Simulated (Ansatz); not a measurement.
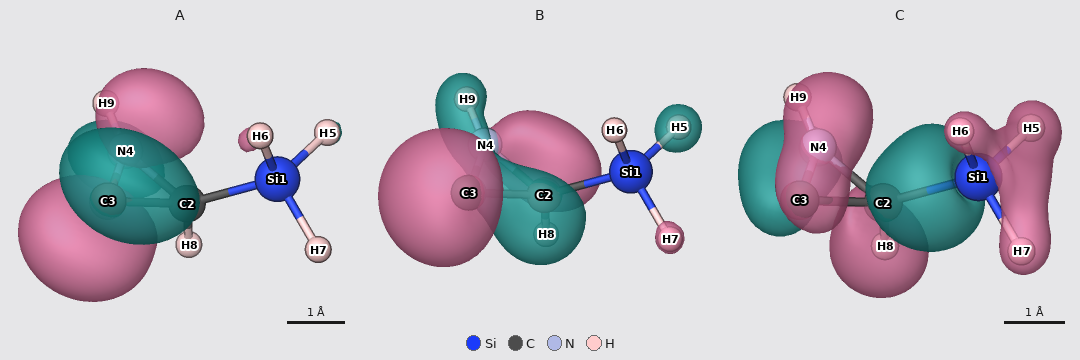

C2H5NSi. Three frontier orbitals at ±0.1 Å⁻³ᐟ² (teal and pink are the two phases), in no order.

All numbers below come from UKS B3LYP-D4/def2-mTZVP (Ansatz 0.2.0).

The calculation's input:

```
crystal:
  periodic: [false, false, false]
  atoms:
    - { symbol: Si, position_ang: [-0.52878, 1.17008, 0.19527] }
    - { symbol: C, position_ang: [0.1354, -0.42277, -0.57054] }
    - { symbol: C, position_ang: [0.77732, -1.46308, 0.21796] }
    - { symbol: "N", position_ang: [-0.39364, -1.76515, -0.08055] }
    - { symbol: H, position_ang: [-1.66363, 1.6495, -0.58972] }
    - { symbol: H, position_ang: [-0.91641, 0.89079, 1.57648] }
    - { symbol: H, position_ang: [0.5589, 2.15306, 0.16233] }
    - { symbol: H, position_ang: [0.37871, -0.4127, -1.63214] }
    - { symbol: H, position_ang: [-0.7866, -2.67501, 0.23463] }
magnetization:
  spin_polarized: true
basis:
  gaussian: { orbitals: def2-mTZVP }
hamiltonian:
  xc: b3lyp
  dispersion: d4
relax:
  f_tol: 0.02
  max_steps: 50
output:
  orbitals: {}
```

Launched as:

```sh
ansatz run input.yaml --threads 2 --pin off --max-ram 3072MiB --backend cpu --events-out ev --progress --plain --runs-dir out
```

The fields are those of the relaxed geometry.

Q: Which picture is the HOMO−1, the HOMO and the LUMO?

A: C is the HOMO−1 (−8.28 eV). It lies mainly on N4 (about 25 %), C2 (about 25 %), Si1 (about 20 %), C3 (about 10 %) and H8 (about 10 %). B is the HOMO (−6.84 eV). Its weight (Hirshfeld) is mainly on C3 (about 60 %), C2 (about 25 %) and N4 (about 10 %). A is the LUMO (−0.97 eV). By Hirshfeld shares it lies mainly on C3 (about 60 %) and N4 (about 20 %).

Q: What is the HOMO–LUMO gap?

A: 5.87 eV between the orbital energies.
